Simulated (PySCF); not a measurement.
Species, as SMILES: OCl (OH-Cl).
Geometry (B3LYP-D3(BJ)/def2-TZVP, fixed):
```
O
H 1 0.9686
Cl 1 1.7015 2 103.27
```
Charge 0, spin multiplicity 1.

Basis-set convergence of the mean static polarisability at PBE with PySCF. All functions are spherical. Density fitting with generated auxiliary sets. No added dispersion term, no relativity. Reference: the value in aug-pcseg-3, 23.84 bohr³, itself unsure by roughly 1.2 % (its mean distance from aug-cc-pV(Q+d)Z, aug-pcseg-2, aug-cc-pV(T+d)Z). Deviations are taken from unrounded values. Cost is core time over that of def2-SVPD, rough, on shared machines of one kind.

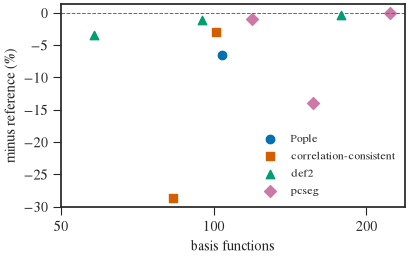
Figure: Deviation from the reference against the number of basis functions, by family of sets.

```json
[
 {"basis": "def2-SVPD", "functions": "58", "mean static polarisability (bohr³)": "23.03", "minus reference (%)": "-3.4", "cost": "1×"},
 {"basis": "cc-pV(T+d)Z", "functions": "83", "mean static polarisability (bohr³)": "17.00", "minus reference (%)": "-28.7", "cost": "1×"},
 {"basis": "def2-TZVPD", "functions": "95", "mean static polarisability (bohr³)": "23.56", "minus reference (%)": "-1.1", "cost": "2×"},
 {"basis": "jun-cc-pV(T+d)Z", "functions": "101", "mean static polarisability (bohr³)": "23.11", "minus reference (%)": "-3.0", "cost": "2×"},
 {"basis": "6-311++G(3df,3pd)", "functions": "104", "mean static polarisability (bohr³)": "22.29", "minus reference (%)": "-6.5", "cost": "2×"},
 {"basis": "aug-pcseg-2", "functions": "119", "mean static polarisability (bohr³)": "23.61", "minus reference (%)": "-1.0", "cost": "2×"},
 {"basis": "pcseg-3", "functions": "157", "mean static polarisability (bohr³)": "20.53", "minus reference (%)": "-13.9", "cost": "4×"},
 {"basis": "def2-QZVPPD", "functions": "178", "mean static polarisability (bohr³)": "23.75", "minus reference (%)": "-0.4", "cost": "5×"},
 {"basis": "aug-pcseg-3", "functions": "223", "mean static polarisability (bohr³)": "23.84", "minus reference (%)": "0.0", "cost": "7×"}
]
```
